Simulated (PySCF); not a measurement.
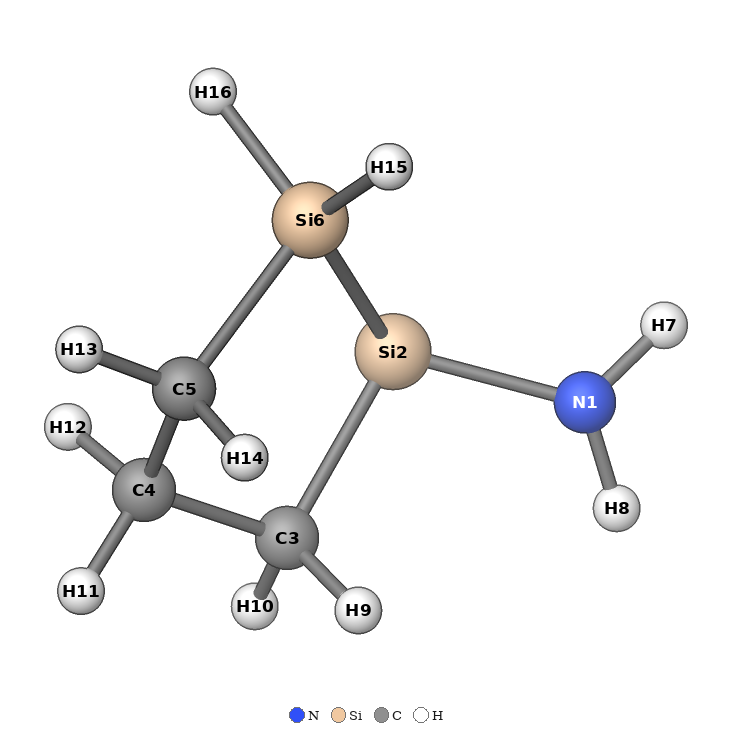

The species is neutral and a spin doublet. The geometry was computed by an optimisation with GFN2-xTB. No frequency run is at hand to confirm it as a minimum. Properties computed with UKS B3LYP, pcH-1 on C H N Si, non-relativistic (PySCF 2.14.0).

Give the isotropic hyperfine couplings (Fermi-contact term alone) of N1, Si2, C3, C4, C5, Si6, H7, H8, H9, H10, H11, H12, H13, H14, H15, H16.

```
atom  isotope  a_iso (MHz)
  N1      14N          6.0
 Si2     29Si       −434.2
  C3      13C         27.5
  C4      13C         −0.9
  C5      13C         11.3
 Si6     29Si       −146.9
  H7       1H         −6.8
  H8       1H        −12.0
  H9       1H         26.6
 H10       1H          6.7
 H11       1H         −1.8
 H12       1H         −0.7
 H13       1H         12.4
 H14       1H         −1.3
 H15       1H         36.2
 H16       1H         −6.9
```

The geometry is semi-empirical. Around Si such bond lengths and angles can be off by a tenth of an ångström or more and by several degrees, and values that hang on the shape move with them.
